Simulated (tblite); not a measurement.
# Geometry relaxation, with input and output: Si24H34 (part 1 of 3)

- system: Si24H34
- method: GFN2-xTB geometry optimisation, gas phase (tblite 0.8.0)

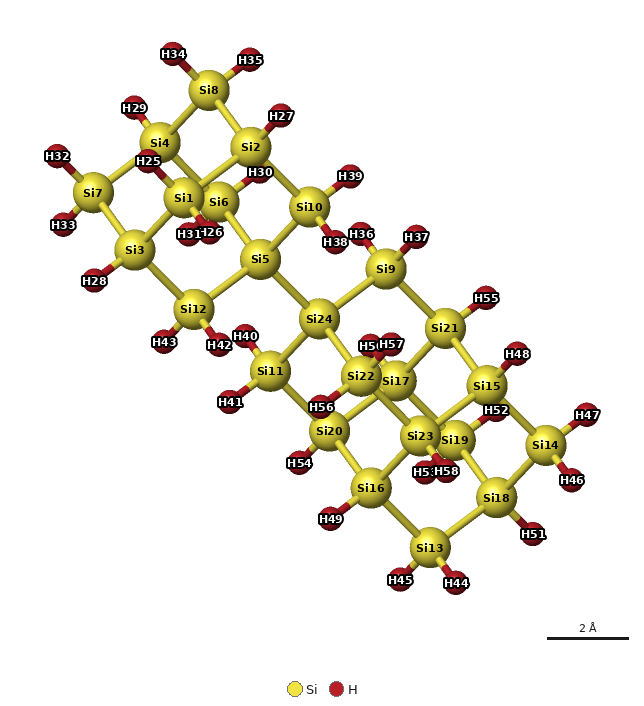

**Figure 1.** The input geometry (ball-and-stick view, seen at a tilt; atoms are numbered from 1 in the order of the input). Bond lengths as drawn: H–Si 1.43 to 1.45 Å and Si–Si 2.34 to 2.36 Å.

## Summary

| quantity | value |
| --- | --- |
| outcome | converged |
| total energy | −1590.7548 eV |
| HOMO | −8.90 eV |
| LUMO | −6.12 eV |
| point group | C3v |
| dipole moment | 0.78 D |
| hardware | 4 CPU threads, shared host |
| wall time | 14 s (CPU time 19 s) |
| peak memory | 0.17 GiB |

## Input
```
{"job": {"kind": "relax", "xc": "GFN2-xTB", "basis": "xTB"}, "charge": 0, "multiplicity": 1}
Si    -2.710600    -2.717300     5.429400
Si    -4.076400    -1.355200     4.066300
Si    -1.352600    -4.075500     4.074200
Si    -4.073900    -4.068800     1.351600
Si    -1.358800    -1.359000     1.361200
Si    -2.718800    -2.716000    -0.002600
Si    -2.715400    -5.429300     2.712200
Si    -5.427600    -2.712800     2.717000
Si    -1.355100     1.355600    -1.358100
Si    -2.718300    -0.000800     2.717100
Si     1.355600    -1.359000    -1.359800
Si    -0.002500    -2.717500     2.715500
Si     5.427600     2.716200    -2.710500
Si     2.717700     5.430400    -2.718200
Si     1.355500     4.078300    -1.357500
Si     4.071300     1.358300    -1.351400
Si     1.358100     1.359600    -4.072300
Si     4.072100     4.069800    -4.074200
Si     2.714900     2.717300    -5.428500
Si     2.718300     0.000900    -2.712800
Si    -0.002300     2.719300    -2.714000
Si     1.356800     1.359200     1.357600
Si     2.718900     2.720100     0.006600
Si    -0.004200    -0.004300    -0.001500
H     -3.546400    -3.544300     6.263300
H     -1.890200    -1.885000     6.264900
H     -4.903900    -0.524100     4.903900
H     -0.527000    -4.904000     4.905800
H     -4.904000    -4.904200     0.524400
H     -3.545800    -1.883700    -0.828000
H     -1.880500    -3.546300    -0.832500
H     -3.548800    -6.261100     3.547100
H     -1.885100    -6.262300     1.882200
H     -6.260300    -3.548200     3.550600
H     -6.261200    -1.882300     1.880800
H     -2.188600     0.528600    -2.192000
H     -2.189900     2.189200    -0.530500
H     -1.883200     0.833900     3.544300
H     -3.545800     0.827500     1.884000
H      0.521600    -2.185700    -2.187900
H      2.189000    -2.191400    -0.522600
H      0.837300    -1.889700     3.550600
H      0.836300    -3.545900     1.880500
H      6.265000     3.546400    -1.885900
H      6.258700     1.885800    -3.544500
H      3.545000     6.264000    -1.887500
H      1.886500     6.262500    -3.547500
H      0.526100     4.907200    -0.524100
H      4.906200     0.526800    -0.526200
H      0.528300     0.527100    -4.902600
H      4.903700     4.897300    -4.901500
H      1.890700     3.548200    -6.262700
H      3.546500     1.883700    -6.262300
H      3.543500    -0.833000    -3.549900
H     -0.830700     3.546000    -3.545400
H      2.188600     0.529400     2.189700
H      0.533000     2.183400     2.187200
H      3.549600     3.554500     0.830700
```

The first line tells a small driver script what to run in tblite; the rest is the geometry in Å.

Run as:
```bash
OMP_NUM_THREADS=4 python <driver script> task.json out
```

## The program's output
```
step      E/eV     max force
  0   -1590.18174    1.171
  1   -1590.49901    0.546
  2   -1590.58763    0.140
  3   -1590.59712    0.151
  4   -1590.62437    0.185
  5   -1590.64706    0.263
  6   -1590.66821    0.342
  7   -1590.67927    0.262
  8   -1590.68633    0.124
  9   -1590.69241    0.107
 10   -1590.69778    0.149
 11   -1590.70218    0.166
 12   -1590.70580    0.130
 13   -1590.70844    0.074
 14   -1590.71020    0.067
 15   -1590.71167    0.082
 16   -1590.71315    0.095
 17   -1590.71468    0.071
 18   -1590.71637    0.082
 19   -1590.71830    0.101
 20   -1590.72037    0.109
 21   -1590.72222    0.087
 22   -1590.72361    0.071
 23   -1590.72476    0.070
 24   -1590.72611    0.119
 25   -1590.72820    0.156
 26   -1590.73146    0.157
 27   -1590.73567    0.106
 28   -1590.73962    0.115
 29   -1590.74244    0.088
 30   -1590.74431    0.112
 31   -1590.74585    0.108
 32   -1590.74739    0.077
 33   -1590.74880    0.068
 34   -1590.74998    0.058
 35   -1590.75091    0.047
 36   -1590.75160    0.039
 37   -1590.75213    0.032
 38   -1590.75258    0.037
 39   -1590.75307    0.037
 40   -1590.75352    0.039
 41   -1590.75385    0.031
 42   -1590.75407    0.025
 43   -1590.75426    0.026
 44   -1590.75448    0.024
 45   -1590.75468    0.022
 46   -1590.75482    0.018
```

## Trajectory as extended XYZ (Å, eV, eV/Å), 14 of the 24 frames kept, from step=0 to step=46
```
58
Properties=species:S:1:pos:R:3:forces:R:3 step=0 energy=-1590.18174
Si   -2.7106   -2.7173    5.4294   -0.1070  -0.0010  -1.0680
Si   -4.0764   -1.3552    4.0663    0.4830  -0.4370  -0.2820
Si   -1.3526   -4.0755    4.0742   -0.5070   0.4550  -0.4900
Si   -4.0739   -4.0688    1.3516    0.4290   0.3830   0.4830
Si   -1.3588   -1.3590    1.3612    0.0600   0.0800  -0.1180
Si   -2.7188   -2.7160   -0.0026   -0.0260  -0.2160   1.0810
Si   -2.7154   -5.4293    2.7122   -0.0390   1.0090   0.0430
Si   -5.4276   -2.7128    2.7170    0.8850  -0.0460  -0.0500
Si   -1.3551    1.3556   -1.3581    0.9710   0.1880  -0.1610
Si   -2.7183   -0.0008    2.7171   -0.0810  -1.0280   0.1870
Si    1.3556   -1.3590   -1.3598    0.2610   1.0000  -0.0630
Si   -0.0025   -2.7175    2.7155   -0.8870  -0.1580   0.1700
Si    5.4276    2.7162   -2.7105   -0.9740  -0.0300  -0.0290
Si    2.7177    5.4304   -2.7182   -0.0290  -0.9980   0.0090
Si    1.3555    4.0783   -1.3575    0.6560  -0.2640  -0.5880
Si    4.0713    1.3583   -1.3514   -0.2130   0.6210  -0.6210
Si    1.3581    1.3596   -4.0723    0.6030   0.6090   0.2600
Si    4.0721    4.0698   -4.0742   -0.4990  -0.5020   0.5590
Si    2.7149    2.7173   -5.4285    0.0480  -0.0900   0.9420
Si    2.7183    0.0009   -2.7128   -0.6300   0.1490   0.5800
Si   -0.0023    2.7193   -2.7140    0.2370  -0.6750   0.6430
Si    1.3568    1.3592    1.3576    0.2540   0.0280  -1.1430
Si    2.7189    2.7201    0.0066   -0.6920  -0.6200  -0.2310
Si   -0.0042   -0.0043   -0.0015    0.0060  -0.0210   0.0910
H    -3.5464   -3.5443    6.2633   -0.1970  -0.1990   0.4130
H    -1.8902   -1.8850    6.2649    0.2560   0.2560   0.4710
H    -4.9039   -0.5241    4.9039   -0.3830   0.3490   0.3800
H    -0.5270   -4.9040    4.9058    0.4240  -0.4550   0.4500
H    -4.9040   -4.9042    0.5244   -0.4090  -0.4020  -0.3730
H    -3.5458   -1.8837   -0.8280   -0.2330   0.3060  -0.4780
H    -1.8805   -3.5463   -0.8325    0.2050  -0.1400  -0.3780
H    -3.5488   -6.2611    3.5471   -0.1700  -0.3950   0.1650
H    -1.8851   -6.2623    1.8822    0.2160  -0.4450  -0.2170
H    -6.2603   -3.5482    3.5506   -0.3860  -0.1560   0.1550
H    -6.2612   -1.8823    1.8808   -0.4050   0.1700  -0.1690
H    -2.1886    0.5286   -2.1920   -0.4030  -0.2480  -0.1780
H    -2.1899    2.1892   -0.5305   -0.3940   0.1630   0.2400
H    -1.8832    0.8339    3.5443    0.2150   0.3810   0.1540
H    -3.5458    0.8275    1.8840   -0.2060   0.4440  -0.2810
H     0.5216   -2.1857   -2.1879   -0.2750  -0.4460  -0.2130
H     2.1890   -2.1914   -0.5226    0.1120  -0.3490   0.1820
H     0.8373   -1.8897    3.5506    0.3400   0.1900   0.1130
H     0.8363   -3.5459    1.8805    0.3420  -0.1220  -0.1890
H     6.2650    3.5464   -1.8859    0.4540   0.2390   0.2210
H     6.2587    1.8858   -3.5445    0.4360  -0.2030  -0.2150
H     3.5450    6.2640   -1.8875    0.2460   0.4620   0.2240
H     1.8865    6.2625   -3.5475   -0.2180   0.4570  -0.2390
H     0.5261    4.9072   -0.5241   -0.3820   0.3380   0.3800
H     4.9062    0.5268   -0.5262    0.3360  -0.3840   0.3850
H     0.5283    0.5271   -4.9026   -0.3770  -0.3770  -0.3300
H     4.9037    4.8973   -4.9015    0.4250   0.4250  -0.4250
H     1.8907    3.5482   -6.2627   -0.2430   0.2570  -0.4780
H     3.5465    1.8837   -6.2623    0.1940  -0.1760  -0.4120
H     3.5435   -0.8330   -3.5499    0.3880  -0.2880  -0.3780
H    -0.8307    3.5460   -3.5454   -0.3590   0.4470  -0.4460
H     2.1886    0.5294    2.1897    0.1820  -0.2570   0.4030
H     0.5330    2.1834    2.1872   -0.3690   0.2960   0.5200
H     3.5496    3.5545    0.8307    0.4270   0.4250   0.3390
58
Properties=species:S:1:pos:R:3:forces:R:3 step=2 energy=-1590.58763
Si   -2.7136   -2.7165    5.4012   -0.0170   0.0260  -0.0430
Si   -4.0652   -1.3657    4.0617   -0.0620   0.0160   0.1250
Si   -1.3644   -4.0660    4.0634    0.0250  -0.0880   0.0800
Si   -4.0648   -4.0613    1.3634   -0.0860  -0.1090  -0.0080
Si   -1.3556   -1.3555    1.3565    0.0850   0.0740  -0.0840
Si   -2.7204   -2.7215    0.0267   -0.0300  -0.0190   0.1080
Si   -2.7161   -5.4024    2.7130    0.0060   0.0510  -0.0040
Si   -5.4039   -2.7142    2.7152    0.0520  -0.0080  -0.0200
Si   -1.3293    1.3609   -1.3627    0.0430   0.0050  -0.0030
Si   -2.7212   -0.0287    2.7222   -0.0310  -0.0970   0.0240
Si    1.3623   -1.3321   -1.3622   -0.0040   0.0600  -0.0040
Si   -0.0269   -2.7223    2.7206   -0.0930  -0.0380   0.0390
Si    5.4026    2.7159   -2.7115    0.0070   0.0280  -0.0310
Si    2.7171    5.4048   -2.7180    0.0150   0.0030  -0.0160
Si    1.3725    4.0732   -1.3723    0.0330   0.0420  -0.0090
Si    4.0679    1.3742   -1.3675    0.0600   0.0220  -0.0340
Si    1.3735    1.3750   -4.0673    0.0200   0.0140  -0.0430
Si    4.0609    4.0583   -4.0609    0.0470   0.0450  -0.0240
Si    2.7160    2.7154   -5.4044    0.0200   0.0240  -0.0050
Si    2.7018    0.0025   -2.6981   -0.0200  -0.0640  -0.0010
Si    0.0016    2.7021   -2.6979   -0.0520  -0.0060  -0.0050
Si    1.3629    1.3607    1.3276   -0.0120   0.0020  -0.0400
Si    2.7012    2.7047    0.0025   -0.0130   0.0080   0.0430
Si   -0.0047   -0.0058    0.0021   -0.0310  -0.0390   0.0590
H    -3.5504   -3.5484    6.2752    0.0640   0.0600   0.0850
H    -1.8848   -1.8797    6.2780   -0.0580  -0.0630   0.0850
H    -4.9139   -0.5155    4.9138   -0.0510   0.0150   0.0490
H    -0.5167   -4.9156    4.9172    0.0160  -0.0500   0.0450
H    -4.9146   -4.9146    0.5152   -0.0500  -0.0460  -0.0160
H    -3.5500   -1.8769   -0.8411    0.0960  -0.0430  -0.0720
H    -1.8759   -3.5486   -0.8434   -0.0440   0.0920  -0.0700
H    -3.5521   -6.2726    3.5502    0.0700  -0.0900  -0.0720
H    -1.8808   -6.2749    1.8779   -0.0690  -0.0920   0.0680
H    -6.2716   -3.5511    3.5534   -0.0970   0.0700  -0.0730
H    -6.2731   -1.8790    1.8776   -0.1050  -0.0640   0.0660
H    -2.1999    0.5228   -2.1951   -0.0730   0.0250   0.0830
H    -2.2011    2.1920   -0.5248   -0.0760  -0.0840  -0.0220
H    -1.8783    0.8447    3.5469   -0.0400   0.0670  -0.0870
H    -3.5496    0.8398    1.8775    0.0900   0.0720   0.0360
H     0.5155   -2.1981   -2.1917    0.0430  -0.0750   0.0890
H     2.1906   -2.2016   -0.5184   -0.0890  -0.0770  -0.0370
H     0.8469   -1.8854    3.5520    0.0610  -0.0360  -0.0960
H     0.8459   -3.5476    1.8763    0.0590   0.0900   0.0420
H     6.2780    3.5516   -1.8814    0.1070  -0.0460  -0.0620
H     6.2715    1.8815   -3.5492    0.1160   0.0570   0.0440
H     3.5505    6.2773   -1.8829   -0.0410   0.1130  -0.0630
H     1.8820    6.2758   -3.5528    0.0610   0.1140   0.0410
H     0.5169    4.9149   -0.5150    0.0000  -0.0240  -0.0020
H     4.9139    0.5174   -0.5167   -0.0240  -0.0060   0.0100
H     0.5191    0.5180   -4.9101   -0.0050  -0.0030   0.0250
H     4.9139    4.9076   -4.9118    0.0120   0.0140  -0.0120
H     1.8856    3.5538   -6.2764    0.0580  -0.0460  -0.1140
H     3.5508    1.8801   -6.2746   -0.0400   0.0580  -0.1180
H     3.5536   -0.8392   -3.5595    0.0390   0.0440  -0.0280
H    -0.8386    3.5573   -3.5567    0.0380   0.0360  -0.0340
H     2.1921    0.5231    2.2012   -0.0760   0.0180   0.0720
H     0.5243    2.1893    2.2011    0.0200  -0.0780   0.0720
H     3.5603    3.5651    0.8381    0.0270   0.0250  -0.0390
58
Properties=species:S:1:pos:R:3:forces:R:3 step=4 energy=-1590.62437
Si   -2.7153   -2.7143    5.3944    0.0260  -0.0290   0.1760
Si   -4.0698   -1.3656    4.0723   -0.1090   0.0560   0.0440
Si   -1.3638   -4.0728    4.0696    0.0430  -0.0760   0.1050
Si   -4.0716   -4.0703    1.3642   -0.0790  -0.0780  -0.0620
Si   -1.3479   -1.3489    1.3489   -0.0450  -0.0550   0.0670
Si   -2.7233   -2.7241    0.0400   -0.0050   0.0040  -0.1130
Si   -2.7157   -5.3949    2.7129    0.0050  -0.1640   0.0080
Si   -5.3967   -2.7149    2.7134   -0.1360   0.0130   0.0230
Si   -1.3226    1.3617   -1.3632   -0.1500  -0.0460   0.0480
Si   -2.7243   -0.0408    2.7250    0.0050   0.1080  -0.0110
Si    1.3625   -1.3238   -1.3625   -0.0540  -0.1570   0.0460
Si   -0.0383   -2.7264    2.7248    0.0910   0.0130  -0.0140
Si    5.4008    2.7185   -2.7147    0.1790   0.0230  -0.0270
Si    2.7186    5.4025   -2.7196    0.0250   0.1780  -0.0230
Si    1.3775    4.0760   -1.3751   -0.0730   0.0030   0.0510
Si    4.0725    1.3781   -1.3727   -0.0060  -0.0670   0.0580
Si    1.3773    1.3782   -4.0703   -0.0580  -0.0590  -0.0110
Si    4.0636    4.0610   -4.0616    0.0580   0.0710  -0.0790
Si    2.7182    2.7175   -5.4023    0.0290   0.0330  -0.1630
Si    2.6983   -0.0024   -2.6966    0.1070   0.0340  -0.0940
Si   -0.0019    2.6998   -2.6966    0.0220   0.1060  -0.0970
Si    1.3625    1.3608    1.3208   -0.0350  -0.0230   0.1800
Si    2.6981    2.7036    0.0054    0.1080   0.0770  -0.0190
Si   -0.0072   -0.0090    0.0073    0.0360   0.0520  -0.0550
H    -3.5447   -3.5430    6.2849    0.0750   0.0740   0.0250
H    -1.8896   -1.8852    6.2878   -0.0710  -0.0770   0.0190
H    -4.9205   -0.5126    4.9202   -0.0430   0.0040   0.0450
H    -0.5136   -4.9223    4.9234   -0.0060  -0.0340   0.0300
H    -4.9212   -4.9208    0.5122   -0.0400  -0.0410  -0.0040
H    -3.5411   -1.8802   -0.8495    0.1150  -0.0790   0.0180
H    -1.8797   -3.5398   -0.8512   -0.0780   0.1090   0.0160
H    -3.5457   -6.2827    3.5436    0.0770  -0.0330  -0.0770
H    -1.8870   -6.2853    1.8839   -0.0770  -0.0260   0.0760
H    -6.2824   -3.5447    3.5466   -0.0360   0.0780  -0.0830
H    -6.2846   -1.8849    1.8836   -0.0320  -0.0770   0.0780
H    -2.2084    0.5245   -2.1874   -0.0110   0.0440   0.0960
H    -2.2098    2.1842   -0.5262   -0.0140  -0.0950  -0.0420
H    -1.8817    0.8523    3.5387   -0.0720  -0.0140  -0.1050
H    -3.5412    0.8480    1.8804    0.1080  -0.0160   0.0750
H     0.5188   -2.2069   -2.1836    0.0560  -0.0130   0.0980
H     2.1821   -2.2102   -0.5215   -0.0950  -0.0160  -0.0510
H     0.8538   -1.8884    3.5429   -0.0080  -0.0580  -0.0990
H     0.8526   -3.5390    1.8800   -0.0080   0.0950   0.0640
H     6.2901    3.5478   -1.8869    0.0530  -0.0570  -0.0780
H     6.2844    1.8866   -3.5456    0.0590   0.0760   0.0550
H     3.5472    6.2899   -1.8885   -0.0570   0.0530  -0.0820
H     1.8874    6.2885   -3.5495    0.0810   0.0510   0.0580
H     0.5156    4.9137   -0.5139    0.0360  -0.0430  -0.0370
H     4.9126    0.5156   -0.5145   -0.0480   0.0380  -0.0330
H     0.5174    0.5165   -4.9088    0.0300   0.0330   0.0430
H     4.9167    4.9106   -4.9146   -0.0010   0.0010   0.0030
H     1.8905    3.5501   -6.2892    0.0790  -0.0630  -0.0510
H     3.5474    1.8854   -6.2876   -0.0570   0.0790  -0.0560
H     3.5587   -0.8358   -3.5635    0.0000   0.0590   0.0070
H    -0.8360    3.5624   -3.5615    0.0640  -0.0080   0.0090
H     2.1851    0.5241    2.2094   -0.0960   0.0480   0.0030
H     0.5251    2.1825    2.2098    0.0480  -0.1000   0.0030
H     3.5644    3.5689    0.8354   -0.0130  -0.0130  -0.0590
58
Properties=species:S:1:pos:R:3:forces:R:3 step=5 energy=-1590.64706
Si   -2.7161   -2.7133    5.3931    0.0420  -0.0590   0.2230
Si   -4.0759   -1.3642    4.0816   -0.0890   0.0510  -0.0390
Si   -1.3624   -4.0799    4.0768    0.0240  -0.0270   0.0730
Si   -4.0786   -4.0791    1.3633   -0.0330  -0.0150  -0.0620
Si   -1.3430   -1.3450    1.3445   -0.1420  -0.1450   0.1670
Si   -2.7256   -2.7260    0.0477    0.0050   0.0060  -0.1760
Si   -2.7152   -5.3929    2.7130    0.0010  -0.2150   0.0170
Si   -5.3942   -2.7152    2.7126   -0.1860   0.0210   0.0450
Si   -1.3209    1.3613   -1.3625   -0.1840  -0.0460   0.0490
Si   -2.7267   -0.0477    2.7270    0.0180   0.1640  -0.0200
Si    1.3614   -1.3210   -1.3617   -0.0490  -0.2030   0.0490
Si   -0.0450   -2.7292    2.7277    0.1430   0.0330  -0.0340
Si    5.4035    2.7211   -2.7177    0.1940   0.0090  -0.0140
Si    2.7203    5.4048   -2.7213    0.0220   0.1960  -0.0180
Si    1.3796    4.0784   -1.3760   -0.0860  -0.0310   0.0400
Si    4.0760    1.3796   -1.3753   -0.0530  -0.0720   0.0670
Si    1.3788    1.3793   -4.0729   -0.0580  -0.0540   0.0190
Si    4.0671    4.0648   -4.0639    0.0280   0.0480  -0.0700
Si    2.7205    2.7198   -5.4044    0.0260   0.0240  -0.1780
Si    2.6980   -0.0056   -2.6976    0.1290   0.0960  -0.0980
Si   -0.0043    2.7004   -2.6978    0.0720   0.1150  -0.0970
Si    1.3615    1.3604    1.3196   -0.0180  -0.0150   0.2160
Si    2.6982    2.7045    0.0073    0.1240   0.0650  -0.0630
Si   -0.0084   -0.0104    0.0102    0.0810   0.1100  -0.1220
H    -3.5386   -3.5372    6.2929    0.0480   0.0470   0.0190
H    -1.8950   -1.8911    6.2957   -0.0450  -0.0500   0.0070
H    -4.9265   -0.5104    4.9261   -0.0540   0.0130   0.0570
H    -0.5114   -4.9281    4.9288    0.0010  -0.0430   0.0410
H    -4.9271   -4.9264    0.5098   -0.0520  -0.0540  -0.0130
H    -3.5317   -1.8847   -0.8555    0.0890  -0.0660   0.0470
H    -1.8845   -3.5305   -0.8568   -0.0660   0.0860   0.0450
H    -3.5391   -6.2912    3.5368    0.0470  -0.0250  -0.0460
H    -1.8934   -6.2939    1.8902   -0.0480  -0.0120   0.0480
H    -6.2915   -3.5380    3.5396   -0.0220   0.0520  -0.0570
H    -6.2941   -1.8912    1.8901   -0.0060  -0.0550   0.0560
H    -2.2151    0.5269   -2.1793    0.0010   0.0250   0.0730
H    -2.2168    2.1761   -0.5283   -0.0020  -0.0710  -0.0240
H    -1.8859    0.8578    3.5299   -0.0600  -0.0410  -0.0830
H    -3.5324    0.8540    1.8843    0.0850  -0.0450   0.0650
H     0.5226   -2.2139   -2.1751    0.0280  -0.0030   0.0690
H     2.1734   -2.2172   -0.5251   -0.0670  -0.0030  -0.0280
H     0.8589   -1.8920    3.5336   -0.0300  -0.0440  -0.0710
H     0.8576   -3.5303    1.8843   -0.0290   0.0660   0.0500
H     6.3006    3.5436   -1.8928    0.0440  -0.0330  -0.0580
H     6.2956    1.8922   -3.5416    0.0480   0.0590   0.0310
H     3.5434    6.3008   -1.8946   -0.0370   0.0410  -0.0640
H     1.8934    6.2994   -3.5457    0.0640   0.0370   0.0380
H     0.5155    4.9117   -0.5140    0.0330  -0.0300  -0.0340
H     4.9105    0.5151   -0.5135   -0.0400   0.0420  -0.0380
H     0.5168    0.5161   -4.9068    0.0290   0.0310   0.0300
H     4.9188    4.9129   -4.9166    0.0160   0.0190  -0.0140
H     1.8962    3.5458   -6.3002    0.0640  -0.0430  -0.0360
H     3.5436    1.8912   -6.2988   -0.0390   0.0660  -0.0380
H     3.5626   -0.8318   -3.5664   -0.0030   0.0450   0.0070
H    -0.8325    3.5660   -3.5650    0.0540  -0.0100   0.0120
H     2.1775    0.5260    2.2158   -0.0760   0.0330  -0.0100
H     0.5268    2.1750    2.2166    0.0280  -0.0760  -0.0060
H     3.5672    3.5715    0.8319   -0.0140  -0.0130  -0.0460
```
